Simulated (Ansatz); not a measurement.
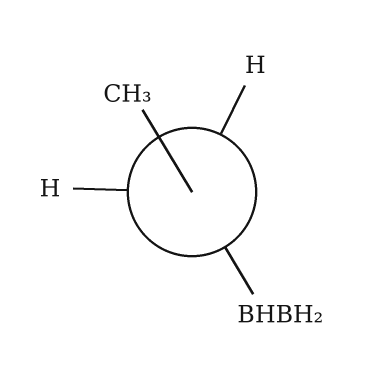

A Newman projection along the O–C bond, oxygen in front; angles are drawn as computed, but eclipsed bonds slightly apart. Computed geometry: PBE0-D4/def2-TZVP optimisation. No frequency run is at hand to confirm it as a minimum.

Which molecule is it?

Answer. C2H8B2O, BBCOC

What is the torsion angle from the front CH3 to the back BHBH2? The sign is positive where the front bond must turn clockwise to cover the back bond.

Answer. 180°, antiperiplanar (anti).
